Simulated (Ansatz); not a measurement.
# GeH3O (quartet): trial inputs and their diagnosis

4 inputs are run for GeH3O (quartet) as typed; the log has to tell whether the result can be used and what must change.

Program: Ansatz 0.2.0, Gaussian basis. Level of theory: the settings change from run to run. These are calculated values, not measurements.

16 further runs of the same task are left out: 1 for a known fault of the program, 3 that didn't finish, 12 set aside as unsound or not needed.

**1. The geometry**

The geometry is a PBE0/def2-TZVP stationary point (not a proven minimum) of the parent state, kept for this charge and spin. No spin-orbit coupling is included. The filled d shell of Ge may be among the frozen orbitals whatever the setting's name suggests; the logs give the count.

5 atoms, charge 0, spin multiplicity 4.

Atoms are counted from 1 here; the program's logs count them from 0.

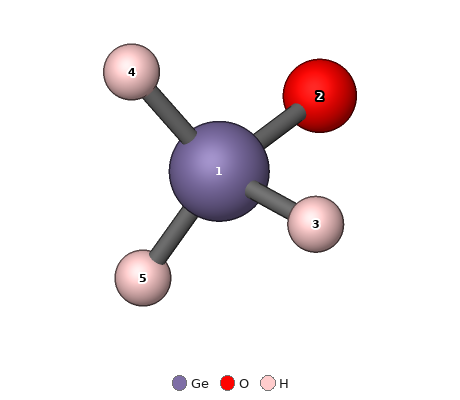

The geometry (germanium purple, oxygen red, hydrogen pink); atoms are numbered from 1 in the order of the file.

**2. Attempt 1**

The input, in.yaml:

```yaml
crystal:
  periodic: [false, false, false]
  atoms:
    - {symbol: Ge, position_ang: [-0.015648, -0.000001, -1.196535]}
    - {symbol: O, position_ang: [-0.015648, -0.000001, -1.496535]}
    - {symbol: H, position_ang: [1.506240, 0.000114, 0.613871]}
    - {symbol: H, position_ang: [-0.686530, 1.270175, 0.821236]}
    - {symbol: H, position_ang: [-0.686338, -1.270279, 0.821236]}
basis:
  gaussian: {orbitals: cc-pVDZ}
magnetization: {spin_polarized: true, initial_magnetization: 3}
correlation: {method: mp2, electrons: outside_noble_gas}
```

Command:

```bash
ansatz run in.yaml --threads 1 --pin off --events-out ev --progress --plain --max-ram 2393MiB
```

Standard output:

```text
Functional definition: HF
  name "HF"
  cite "Fock, Z. Phys. 61, 126 (1930) doi:10.1007/BF01340294"
  parent pbe
  exchange = exact_x
  correlation = 0
593 factors; integrals over basis functions are off by at most 1.3e-3 eV
mean field evaluation 1: about -56134.0408 eV, gradient 7.2e1 eV
mean field evaluation 2: about -56134.3924 eV, gradient 7.2e1 eV
mean field evaluation 4: about -56144.8238 eV, gradient 4.0e0 eV
mean field evaluation 8: about -56145.0438 eV, gradient 3.9e-1 eV
mean field evaluation 16: about -56130.0496 eV, gradient 7.7e1 eV
mean field evaluation 32: about -56144.9686 eV, gradient 2.1e0 eV
a density is far from that of the atoms, so the factors are made again for it
741 factors; integrals over basis functions are off by at most 1.9e-4 eV
mean field evaluation 64: about -56145.0538 eV, gradient 4.4e-4 eV
mean field evaluation 96: about -56145.0536 eV, gradient 6.0e-2 eV
mean field -56145.05379758 eV, -2063.2926705767 hartree, gradient 3.4e-6 eV, S^2 3.836527; 3 other end points of the search recorded, 0 dependent functions left out
15 core orbitals not correlated, not the lowest: weight in the atoms' cores, before any rotation towards them, 0.531 or more for the frozen orbitals, at most 0.194 for the correlated occupied ones
reference -56145.05379758 eV, -2063.2926705767 hartree; 8, 5 occupied and 33, 36 virtual orbitals, 741 factors
second order -3.69585080 eV of doubles, -0.00000000 eV of singles
Total energy: -56148.74964838 eV, -2063.4284905885 hartree
```

Wall time 1.8 s (1 thread of Intel Xeon 6975P-C, shared host).

Diagnosis: The run converged, which proves nothing about the input. One atom lies on top of another. The shortest distance is 0.30 Å, against 1.54 Å in the geometry of step 1. Its energy belongs to another geometry. Cure: restore its position.

**3. Attempt 2**

The input, in.yaml:

```yaml
crystal:
  periodic: [false, false, false]
  atoms:
    - {symbol: Ge, position_ang: [0.284352, -0.000001, -1.446535]}
    - {symbol: O, position_ang: [-0.015648, -0.000001, -1.496535]}
    - {symbol: H, position_ang: [1.506240, 0.000114, 0.613871]}
    - {symbol: H, position_ang: [-0.686530, 1.270175, 0.821236]}
    - {symbol: H, position_ang: [-0.686338, -1.270279, 0.821236]}
basis:
  gaussian: {orbitals: 6-31G}
magnetization: {spin_polarized: false, initial_magnetization: 3}
hamiltonian: {xc: hf, pseudopotentials: {relativity: none}}
accuracy: high
output: {orbitals: {seedname: orbitals}}
```

The command is unchanged.

Standard output:

```text
Functional definition: HF
  name "HF"
  cite "Fock, Z. Phys. 61, 126 (1930) doi:10.1007/BF01340294"
  parent pbe
  exchange = exact_x
  correlation = 0
776 factors; integrals over basis functions are off by at most 4.8e-9 eV
mean field evaluation 1: about -56229.4856 eV, gradient 9.5e1 eV
mean field evaluation 2: about -56230.8190 eV, gradient 9.6e1 eV
mean field evaluation 4: about -56240.3522 eV, gradient 1.9e1 eV
mean field evaluation 8: about -56242.2693 eV, gradient 9.8e-1 eV
mean field evaluation 16: about -56242.1405 eV, gradient 2.0e0 eV
mean field evaluation 32: about -56230.7035 eV, gradient 9.4e1 eV
mean field evaluation 64: about -56242.3817 eV, gradient 9.1e-1 eV
mean field -56242.85665330 eV, -2066.8868592314 hartree, gradient 2.3e-8 eV, S^2 3.750000; 1 other end points of the search recorded, 0 dependent functions left out
reference -56242.85665330 eV, -2066.8868592314 hartree; 23, 20 occupied and 21, 24 virtual orbitals, 776 factors
Total energy: -56242.85665330 eV, -2066.8868592314 hartree
```

It took 0.66 s on 1 thread of Intel Xeon 6975P-C, shared host.

Diagnosis: The run converged, which proves nothing about the input. One atom lies on top of another. The shortest distance is 0.30 Å, against 1.54 Å in the geometry of step 1. Its energy belongs to another geometry. To mend it, restore its position.

**4. Attempt 3**

The input, in.yaml:

```yaml
crystal:
  periodic: [false, false, false]
  atoms:
    - {symbol: Ge, position_ang: [0.001596, 0.000000, 0.298312]}
    - {symbol: O, position_ang: [-0.015648, -0.000001, -1.496535]}
    - {symbol: H, position_ang: [1.506240, 0.000114, 0.613871]}
    - {symbol: H, position_ang: [-0.686530, 1.270175, 0.821236]}
    - {symbol: H, position_ang: [-0.686338, -1.270279, 0.821236]}
basis:
  gaussian: {orbitals: "6-31G*"}
magnetization: {spin_polarized: false, initial_magnetization: 3}
correlation: {active_space: {window: {electrons: 5, orbitals: 5}, places: [1, 2]}}
```

Launched as before.

Standard output:

```text
Error: invalid value for `correlation.active_space`: name one of window, places and ras
```

Wall time 0.03 s (1 thread of Intel Xeon 6975P-C, shared host).

**Diagnosis.** The run was refused. The active space is defined twice. To mend it, keep one definition.

**5. Attempt 4**

The input, in.yaml:

```yaml
crystal:
  periodic: [false, false, false]
  atoms:
    - {symbol: Ge, position_ang: [0.001596, 0.000000, 0.298312]}
    - {symbol: O, position_ang: [-0.015648, -0.000001, -1.496535]}
    - {symbol: H, position_ang: [1.506240, 0.000114, 0.613871]}
    - {symbol: H, position_ang: [-0.686530, 1.270175, 0.821236]}
    - {symbol: H, position_ang: [-0.686338, -1.270279, 0.821236]}
basis:
  gaussian: {orbitals: STO-3G}
magnetization: {spin_polarized: false, initial_magnetization: 7}
hamiltonian: {xc: hf}
output: {orbitals: {seedname: orbitals}}
```

Launched as before.

Standard output, cut to the lines that bear on the results:

```text
Functional definition: HF
  name "HF"
  cite "Fock, Z. Phys. 61, 126 (1930) doi:10.1007/BF01340294"
  parent pbe
[...]
293 factors; integrals over basis functions are off by at most 2.6e-5 eV
[...]
mean field -57857.40666774 eV, -2126.2204778807 hartree, gradient 1.7e-5 eV, S^2 15.750000; 2 other end points of the search recorded, 0 dependent functions left out
reference -57857.40666774 eV, -2126.2204778807 hartree; 25, 18 occupied and 1, 8 virtual orbitals, 293 factors
Total energy: -57857.40666774 eV, -2126.2204778807 hartree
```

It took 0.42 s on 1 thread of Intel Xeon 6975P-C, shared host.

Diagnosis: The run converged, which proves nothing about the input. Far too many unpaired electrons are asked for. Its energy belongs to the state of multiplicity 8, not to the quartet that was meant. Fix: set initial_magnetization to that of the wanted state.

**6. Summary**

```csv
attempt,level,ended,cause,time
1,MP2 on UHF/cc-pVDZ,converged,one atom lies on top of another,1.8 s
2,HF/6-31G,converged,one atom lies on top of another,0.66 s
3,"CASSCF(5,5)/6-31G*",refused,the active space is defined twice,0.03 s
4,HF/STO-3G,converged,far too many unpaired electrons are asked for,0.42 s
```

3 converged, 1 refused. The input that converges on a wrong geometry or spin is the dangerous one: no error points at it, so geometry and ⟨S²⟩ have to be checked.
